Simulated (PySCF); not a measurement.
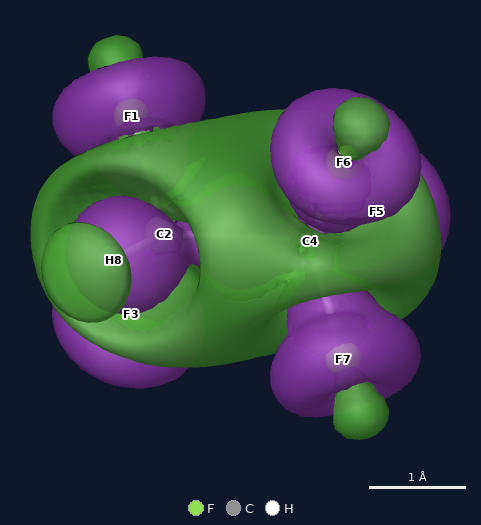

Figure. C₂HF₅, SMILES `FC(F)C(F)(F)F`. Deformation density (molecule less spherical, spin-averaged free atoms at the same positions), surfaces at ±0.04 e/Å³; purple: gain, green: loss.

PySCF calculation, PBE0/def2-TZVP, gas phase; geometry: GFN2-xTB. No frequency check shows the geometry to be a minimum.

Coordinates in Å:

```
F1       1.4857    1.0838    0.0734
C2       0.8725    0.0016   -0.4279
F3       1.4832   -1.0858    0.0645
C4      -0.6177    0.0017   -0.0033
F5      -0.7773   -0.0099    1.3123
F6      -1.2328    1.0801   -0.4922
F7      -1.2353   -1.0712   -0.5010
H8       0.9606    0.0061   -1.5260
```

How much density has each bond gained at its critical point, relative to the free atoms?

Answer. C2–H8: +0.86 e/Å³ at the bond critical point (bond length 1.10 Å, Mayer order 1.0). C2–C4: +0.67 e/Å³ at the bond critical point (bond length 1.55 Å, Mayer order 1.0). C4–F5: +0.18 e/Å³ at the bond critical point (bond length 1.32 Å, Mayer order 1.2). C4–F7 and C4–F6: +0.16 e/Å³ at the bond critical point (bond length 1.33 Å, Mayer order 1.1). C2–F3 and F1–C2: +0.08 e/Å³ at the bond critical point (bond length 1.34 Å, Mayer order 1.1); up to 0.6 Å beside the axis the gain reaches +0.33 e/Å³. In all, 1.8 electrons gather in the regions of gain relative to the promolecule. A small or negative value marks a very polar bond, one between electron-rich atoms, whose free-atom densities already overlap strongly, a long bond to a heavier atom, or a closed-shell contact such as a hydrogen bond.

Where do the Hirshfeld charges lie?

Answer. The highest Hirshfeld charge is on C4 (+0.24 e), the lowest on F1 and F3 (−0.09 e).

```csv
atom,charge (e)
F1,−0.09
C2,+0.13
F3,−0.09
C4,+0.24
F5,−0.08
F6,−0.09
F7,−0.09
H8,+0.06
```
